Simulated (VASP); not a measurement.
Band structure of BN (wurtzite). Level of theory: PBE GGA, VASP's PBE PAW potentials (set 64) (plane waves; VASP).

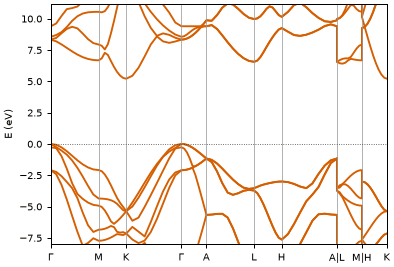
Figure. Bands along high-symmetry lines, zero at the valence-band maximum or, without a gap, the Fermi level

Task: Read the plot: is there a gap, and where are the band edges?

Result: The gap is indirect, 5.21 eV, from the valence maximum at Γ to the conduction minimum at K. (Edges off the drawn lines would not show.)

The compound is BN in the wurtzite structure, a metastable high-pressure form. It was relaxed first.
